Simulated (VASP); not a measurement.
Band structure of LaB6 (space group Pm-3m). Computed with PBE GGA, VASP's PBE PAW potentials (set 64) (plane waves; VASP).

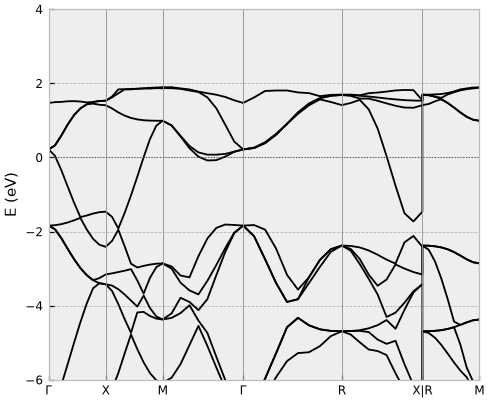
Bands along high-symmetry lines, zero at the valence-band maximum or, without a gap, the Fermi level

### Question
Read the plot: is there a gap, and where are the band edges?

### Answer
It has no gap at this level: it comes out as a metal or semimetal.

The structure comes from a computed database's LaB6 entry; how it stands against other phases isn't given here. The cell was not relaxed at this level. The electron count is odd and the run is not spin-polarised, which forces a metal.
